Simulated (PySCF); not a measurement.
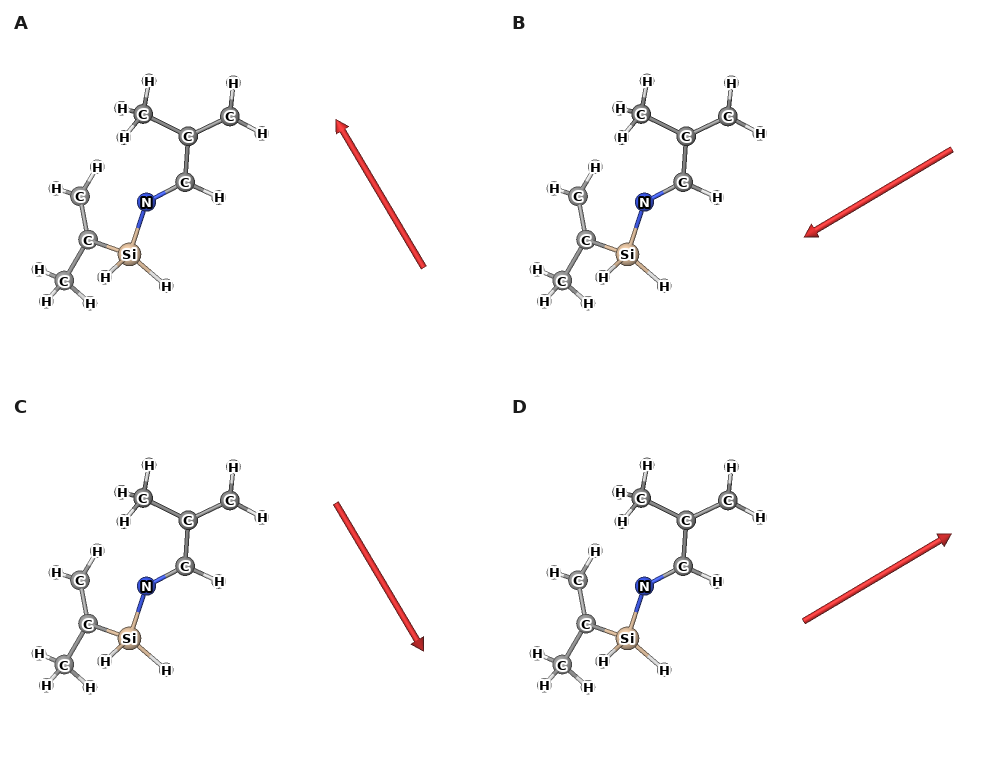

The same molecule four times, each with an arrow. Computed geometry: GFN2-xTB optimisation. No frequency run is at hand to confirm it as a minimum. Level of theory: PBE0/pcSseg-1, gas phase (PySCF 2.14.0).

Which arrow points along the dipole moment, from the negative to the positive end?

Answer. D. The dipole moment is 1.26 D.

The geometry is semi-empirical. Around Si such bond lengths and angles can be off by a tenth of an ångström or more and by several degrees, and values that hang on the shape move with them.
